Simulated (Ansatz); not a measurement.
**One shape, several levels: TiH2SCl2O (SMILES [OH][Ti]([SH])([Cl])[Cl])**

Wanted: a comparison of 6 runs (HF/STO-3G, HF/3-21G, HF/6-31G, B3LYP/6-31G*, PBE0/def2-SVP, CAM-B3LYP/cc-pVDZ) of TiH2SCl2O. 

The calculation is run with Ansatz 0.2.0.

2 further runs of the same task are left out: 2 set aside as unsound or not needed.

### Step 1. The structure to begin with

TiH2SCl2O has 7 atoms, charge 0, and is taken as a singlet. SMILES: `[OH][Ti]([SH])([Cl])[Cl]`. The shape is that of a PBE0-D4/def2-TZVP optimisation. This is one conformer, not always the lowest.

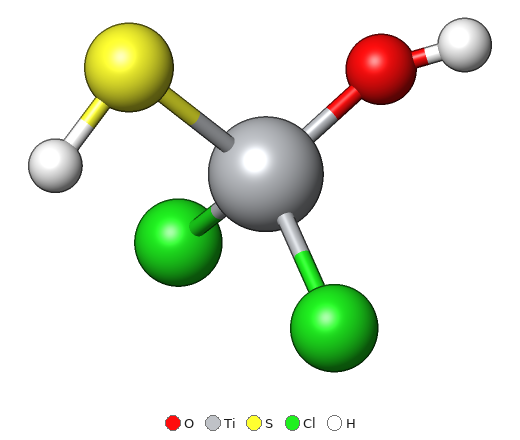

The structure, seen from a chosen angle (oxygen red, titanium light grey, sulfur yellow, chlorine green, hydrogen white).

### Step 2. Energy and forces at HF/STO-3G (run 1)

File input.yaml:

```yaml
crystal:
  periodic: [false, false, false]
  atoms:
    - {symbol: O, position_ang: [-1.377300, 0.558700, 0.862300]}
    - {symbol: Ti, position_ang: [-0.135200, 0.038500, -0.245900]}
    - {symbol: S, position_ang: [1.377700, -1.025800, 1.066100]}
    - {symbol: Cl, position_ang: [-0.905600, -1.341600, -1.764100]}
    - {symbol: Cl, position_ang: [0.823000, 1.739800, -1.232100]}
    - {symbol: H, position_ang: [-1.863900, 1.272300, 1.275800]}
    - {symbol: H, position_ang: [2.142400, -1.309900, -0.007900]}
basis:
  gaussian: {orbitals: STO-3G}
hamiltonian: {xc: hf}
accuracy: high
output: {forces: true, orbitals: {seedname: orbitals}}
```

Launch:

```console
$ ansatz run input.yaml --threads 1 --pin off --max-ram 2610MiB --events-out events.jsonl --progress --plain --runs-dir runs
```

The program printed:

```text
Warning: RAYON_NUM_THREADS=1 ignored (pool sized by the plan → 1); use --threads N
Functional definition: HF
  name "HF"
  exchange = exact_x
  correlation = 0
1162 factors; integrals over basis functions are off by at most 2.0e-8 eV
mean field evaluation 1: about -60335.8822 eV, gradient 4.0e1 eV
mean field evaluation 2: about -60335.9586 eV, gradient 4.0e1 eV
mean field evaluation 4: about -60341.8999 eV, gradient 2.0e0 eV
mean field evaluation 8: about -60341.9147 eV, gradient 2.2e-4 eV
mean field -60341.91468538 eV, -2217.5244634689 hartree, gradient 4.9e-8 eV, S^2 0.000000; 0 other end points of the search recorded, 0 dependent functions left out
the calculation of the forces begins
reference -60341.91468538 eV, -2217.5244634689 hartree; 41, 41 occupied and 11, 11 virtual orbitals, 1162 factors
Total energy: -60341.91468538 eV, -2217.5244634689 hartree
Atom 0 at    -1.377300     0.558700     0.862300 Å, force     2.482440    -1.319074    -2.496489 eV/Å
Atom 1 at    -0.135200     0.038500    -0.245900 Å, force    -1.127864     0.057110     2.927449 eV/Å
Atom 2 at     1.377700    -1.025800     1.066100 Å, force    -0.440204     0.438108    -1.299924 eV/Å
Atom 3 at    -0.905600    -1.341600    -1.764100 Å, force    -0.116305    -0.021933    -0.092712 eV/Å
Atom 4 at     0.823000     1.739800    -1.232100 Å, force     0.003409     0.158839    -0.105829 eV/Å
Atom 5 at    -1.863900     1.272300     1.275800 Å, force    -0.640175     0.669219     0.549495 eV/Å
Atom 6 at     2.142400    -1.309900    -0.007900 Å, force    -0.161301     0.017731     0.518010 eV/Å
Dipole moment:    -0.241734     0.220179     0.502874 e Å
```

Wall time 3.3 s (1 thread of Arm Neoverse V2, shared host); peak memory 0.15 GiB.

### Step 3. Energy and forces at HF/3-21G (run 2)

File run.yaml:

```yaml
crystal:
  periodic: [false, false, false]
  atoms:
    - {symbol: O, position_ang: [-1.377300, 0.558700, 0.862300]}
    - {symbol: Ti, position_ang: [-0.135200, 0.038500, -0.245900]}
    - {symbol: S, position_ang: [1.377700, -1.025800, 1.066100]}
    - {symbol: Cl, position_ang: [-0.905600, -1.341600, -1.764100]}
    - {symbol: Cl, position_ang: [0.823000, 1.739800, -1.232100]}
    - {symbol: H, position_ang: [-1.863900, 1.272300, 1.275800]}
    - {symbol: H, position_ang: [2.142400, -1.309900, -0.007900]}
basis:
  gaussian: {orbitals: 3-21G-spherical.json}
total_charge: 0
hamiltonian: {xc: hf}
accuracy: high
output: {forces: true, orbitals: {seedname: orbitals}}
```

The basis set 3-21G is read from a file made from the Basis Set Exchange's data (not shown).

Launch:

```console
$ ansatz run run.yaml --threads 1 --pin off --max-ram 2610MiB --events-out events.jsonl --progress --plain --runs-dir runs
```

The program printed, shortened:

```text
Warning: RAYON_NUM_THREADS=1 ignored (pool sized by the plan → 1); use --threads N
Functional definition: HF
  name "HF"
[...]
1743 factors; integrals over basis functions are off by at most 5.8e-9 eV
[...]
mean field -60687.93140605 eV, -2230.2403434150 hartree, gradient 3.6e-8 eV, S^2 0.000000; 0 other end points of the search recorded, 0 dependent functions left out
[...]
reference -60687.93140605 eV, -2230.2403434150 hartree; 41, 41 occupied and 38, 38 virtual orbitals, 1743 factors
Total energy: -60687.93140605 eV, -2230.2403434150 hartree
Atom 0 at    -1.377300     0.558700     0.862300 Å, force     1.434153    -0.164129    -1.419778 eV/Å
Atom 1 at    -0.135200     0.038500    -0.245900 Å, force    -1.844242     0.389270     1.947288 eV/Å
Atom 2 at     1.377700    -1.025800     1.066100 Å, force     0.116599    -0.054046    -0.009501 eV/Å
Atom 3 at    -0.905600    -1.341600    -1.764100 Å, force    -0.235177    -0.471767    -0.521128 eV/Å
Atom 4 at     0.823000     1.739800    -1.232100 Å, force     0.349600     0.601074    -0.325262 eV/Å
Atom 5 at    -1.863900     1.272300     1.275800 Å, force    -0.313379    -0.028287     0.297521 eV/Å
Atom 6 at     2.142400    -1.309900    -0.007900 Å, force     0.492446    -0.272115     0.030861 eV/Å
Dipole moment:    -0.303126     0.357640     0.372286 e Å
```

It took 4.8 s on 1 thread of Arm Neoverse V2, shared host; peak memory 0.25 GiB.

### Step 4. Energy and forces at HF/6-31G (run 3)

input.yaml, as its differences from that of step 2:

```diff
@@ -11,4 +11,6 @@
 basis:
-  gaussian: {orbitals: STO-3G}
-hamiltonian: {xc: hf}
+  gaussian:
+    orbitals: 6-31G-spherical.json
+hamiltonian:
+  xc: hf
 accuracy: high
```

The basis set 6-31G is read from a file made from the Basis Set Exchange's data (not shown).

Launch:

```console
$ ansatz run input.yaml --threads 1 --pin off --max-ram 2610MiB --events-out events.jsonl --progress --plain --runs-dir runs
```

The program printed, shortened:

```text
Warning: RAYON_NUM_THREADS=1 ignored (pool sized by the plan → 1); use --threads N
Functional definition: HF
  name "HF"
[...]
1893 factors; integrals over basis functions are off by at most 3.8e-9 eV
[...]
mean field -60979.37610860 eV, -2240.9507386854 hartree, gradient 1.8e-8 eV, S^2 0.000000; 0 other end points of the search recorded, 0 dependent functions left out
[...]
reference -60979.37610860 eV, -2240.9507386854 hartree; 41, 41 occupied and 38, 38 virtual orbitals, 1893 factors
Total energy: -60979.37610860 eV, -2240.9507386854 hartree
Atom 0 at    -1.377300     0.558700     0.862300 Å, force     0.221782     0.910392    -0.327873 eV/Å
Atom 1 at    -0.135200     0.038500    -0.245900 Å, force    -1.075696     0.004972     1.353884 eV/Å
Atom 2 at     1.377700    -1.025800     1.066100 Å, force     0.156163    -0.124327     0.243765 eV/Å
Atom 3 at    -0.905600    -1.341600    -1.764100 Å, force    -0.312383    -0.621820    -0.694461 eV/Å
Atom 4 at     0.823000     1.739800    -1.232100 Å, force     0.455283     0.803221    -0.458789 eV/Å
Atom 5 at    -1.863900     1.272300     1.275800 Å, force     0.076194    -0.720981    -0.024897 eV/Å
Atom 6 at     2.142400    -1.309900    -0.007900 Å, force     0.478657    -0.251457    -0.091629 eV/Å
Dipole moment:    -0.193230     0.315105     0.294983 e Å
```

Wall time 9.9 s (1 thread of Arm Neoverse V2, shared host); peak memory 0.28 GiB.

Runs 4 to 5 aren't shown in full; the table further down has their settings and results.

### Step 5. Energy and forces at CAM-B3LYP/cc-pVDZ (run 6)

File job.yaml:

```yaml
crystal:
  periodic: [false, false, false]
  atoms:
    - {symbol: O, position_ang: [-1.377300, 0.558700, 0.862300]}
    - {symbol: Ti, position_ang: [-0.135200, 0.038500, -0.245900]}
    - {symbol: S, position_ang: [1.377700, -1.025800, 1.066100]}
    - {symbol: Cl, position_ang: [-0.905600, -1.341600, -1.764100]}
    - {symbol: Cl, position_ang: [0.823000, 1.739800, -1.232100]}
    - {symbol: H, position_ang: [-1.863900, 1.272300, 1.275800]}
    - {symbol: H, position_ang: [2.142400, -1.309900, -0.007900]}
basis:
  gaussian:
    orbitals: cc-pVDZ
hamiltonian:
  xc: {name: CAM-B3LYP}
output: {forces: true, orbitals: {seedname: orbitals}}
accuracy: high
```

Launch:

```console
$ ansatz run job.yaml --threads 1 --pin off --max-ram 2610MiB --events-out events.jsonl --progress --plain --runs-dir runs
```

The program printed, shortened:

```text
Warning: RAYON_NUM_THREADS=1 ignored (pool sized by the plan → 1); use --threads N
Functional definition: CAM-B3LYP
  name "CAM-B3LYP"
[...]
2807 factors; integrals over basis functions are off by at most 3.6e-9 eV
586 factors; integrals over basis functions are off by at most 1.4e-9 eV
[...]
mean field -61083.93417019 eV, -2244.7931765768 hartree, gradient 3.8e-8 eV, S^2 0.000000; 0 other end points of the search recorded, 0 dependent functions left out
[...]
reference -61083.93419180 eV, -2244.7931773711 hartree; 41, 41 occupied and 80, 80 virtual orbitals, 2807 factors
Total energy: -61083.93419180 eV, -2244.7931773711 hartree
Atom 0 at    -1.377300     0.558700     0.862300 Å, force     0.464926    -0.409477    -0.403065 eV/Å
Atom 1 at    -0.135200     0.038500    -0.245900 Å, force    -0.197511     0.043770     0.333876 eV/Å
Atom 2 at     1.377700    -1.025800     1.066100 Å, force    -0.210181     0.097420     0.154583 eV/Å
Atom 3 at    -0.905600    -1.341600    -1.764100 Å, force    -0.023666    -0.038776    -0.048844 eV/Å
Atom 4 at     0.823000     1.739800    -1.232100 Å, force     0.021214     0.047245    -0.024433 eV/Å
Atom 5 at    -1.863900     1.272300     1.275800 Å, force    -0.225800     0.323939     0.192085 eV/Å
Atom 6 at     2.142400    -1.309900    -0.007900 Å, force     0.171019    -0.064120    -0.204202 eV/Å
Dipole moment:    -0.163126     0.244004     0.290370 e Å
```

Run time: 57 s. Hardware: 1 thread of Arm Neoverse V2, shared host; peak memory 0.73 GiB.

### Step 6. Overview of the runs

```csv
run,level,energy (Eh),dipole moment (D),HOMO energy (eV),LUMO energy (eV),wall time
1,HF/STO-3G,-2217.524463,2.88,-7.95,6.26,3.3 s
2,HF/3-21G,-2230.240343,2.88,-11.26,0.00,4.8 s
3,HF/6-31G,-2240.950739,2.27,-11.13,0.19,9.9 s
4,B3LYP/6-31G* (spherical functions),-2244.644492,2.17,-7.73,-3.22,30 s
5,PBE0/def2-SVP,-2243.414521,1.92,-7.85,-2.89,26 s
6,CAM-B3LYP/cc-pVDZ,-2244.793177,1.98,-9.22,-1.93,57 s
```

### Step 7. Outcome

| quantity | value |
| --- | --- |
| run 6: total energy | -2244.79318 Eh |
| run 6: dipole moment | 1.98 D |
| run 6: HOMO energy | -9.22 eV |
| run 6: LUMO energy | -1.93 eV |
| run 6: HOMO–LUMO gap | 7.29 eV |
| run 6: largest force on an atom | 0.739 eV/Å |

What this shows: The dipole moment (its size) runs from 1.92 D (PBE0/def2-SVP) to 2.88 D (HF/STO-3G). The two ends differ in method and basis. The HOMO–LUMO gap runs from 4.51 eV (B3LYP/6-31G*) to 14.21 eV (HF/STO-3G). Totals of different functionals can't be ranked against each other. In run 1 the basis is minimal, so the values are rough. All runs together took 2.2 min, the longest 57 s.
